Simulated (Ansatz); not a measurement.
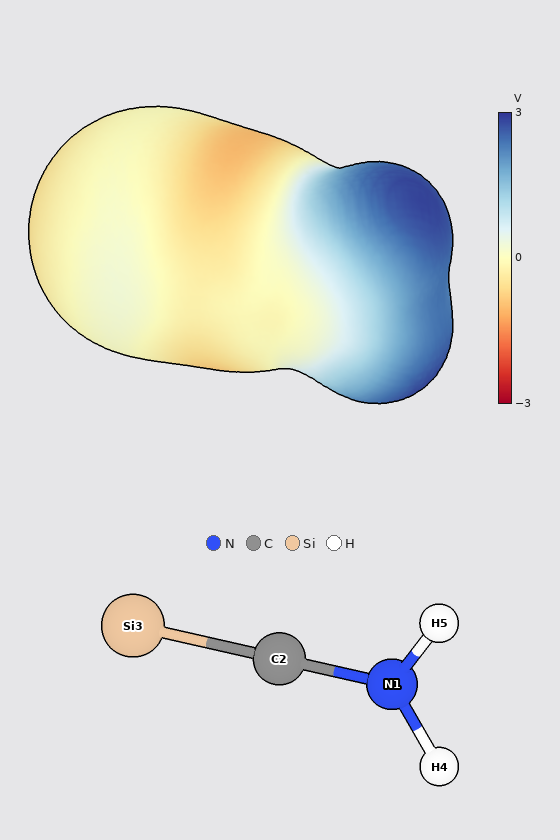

*CH₂NSi (doublet). The electrostatic potential painted on the density surface at 0.004 e/bohr³, seen at a tilt; the colour scale runs from red (negative) to blue (positive). The bare structure is drawn below in the same view.*

The calculation used UKS B3LYP-D4/def2-SVP (Ansatz).

```xyz
5

N    -0.3939    0.4265   -0.2800
C     0.4058   -0.4399    0.2881
Si    1.4456   -1.5650    1.0273
H    -1.0662    0.1609   -1.0011
H    -0.3913    1.4175   -0.0342
```

> Describe the electrostatic potential map.

The most negative region (about −1.0 V, or −23 kcal/mol for a unit charge) lies over C2 and Si3, the most positive (about +2.9 V, or +67 kcal/mol for a unit charge) over H4 and H5.
